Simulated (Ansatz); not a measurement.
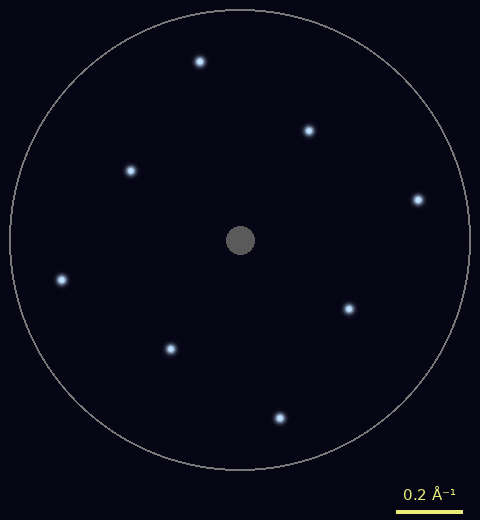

Simulated LEED pattern at 110 eV and normal incidence, from the upper face of a slab model. Spot positions follow from the surface net; brightness is a rough single-scattering estimate from the outer layers, good only for telling present from absent.

Q: What surface net do the spots show?

A: The spots form a square reciprocal net with shortest vectors 0.392 and 0.392 Å⁻¹ at 90.0°. The primitive real-space mesh has edges 2.55 and 2.55 Å at 90.0° (or its supplement) and area 6.5 Å².

The slab has composition Mo (2 atoms a cell, 2.3 Å thick). Structure: the end point of a relaxation with DFT PBE, scalar-relativistic, plane waves, PAW in Ansatz; the starting structure was generated, so it need not be a known form of this composition.

Q: Which atoms form the outermost layer?

A: The highest atoms of the upper face (within 0.6 Å of the top) are Mo; the spot positions alone do not show this.
